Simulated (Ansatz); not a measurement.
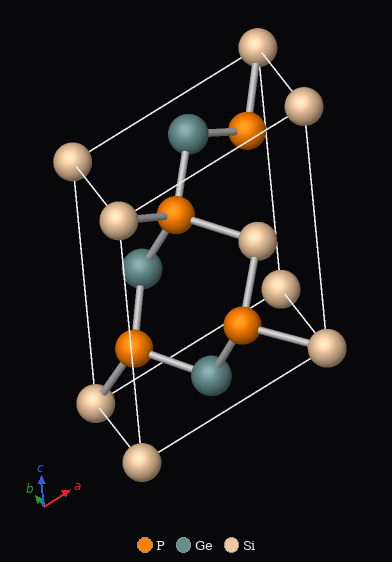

Drawn in the ball-and-stick manner and seen slightly off an axis. One simulation cell is framed, with atoms on its boundary repeated.

```
CELL_PARAMETERS angstrom
0.00000 5.68958 0.00000
5.68958 0.00000 0.00000
2.84479 2.84479 -5.01978
ATOMIC_POSITIONS crystal
P 0.37500 0.39500 0.75000
P 0.60500 0.12500 0.25000
P 0.87500 0.85500 0.75000
P 0.14500 0.62500 0.25000
Ge 0.50000 0.50000 0.00000
Ge 0.25000 0.75000 0.50000
Si 0.00000 0.00000 0.00000
Si 0.75000 0.25000 0.50000
```

Electronic-structure method: DFT, PAW plane waves, PBE in Ansatz 0.2.0. Parameters: a kinetic-energy cutoff of 420 eV, Brillouin-zone sampling on a 7×7×7 mesh, Fermi-Dirac smearing of 0.1 eV, no spin polarisation.

Question: Give the Bader charge of each element.

Answer: Si +0.78 e; Ge +0.64 e; P -0.71 e.

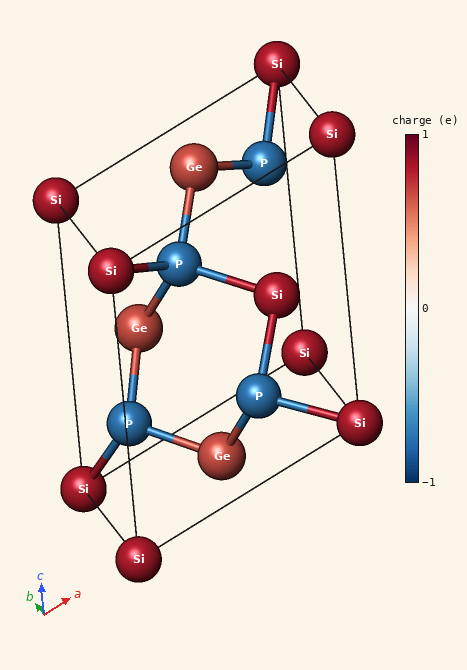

The atoms coloured by those charges.

Shown is a generated cell, made by putting these elements into a known structure type (the compound may or may not exist in this form), as it stood before any relaxation. It went into a calculation with Ansatz.

At this level of theory the cell isn't at rest (forces up to 1.7 eV/Å), so its distances can differ from those at equilibrium, the more so the softer the solid.
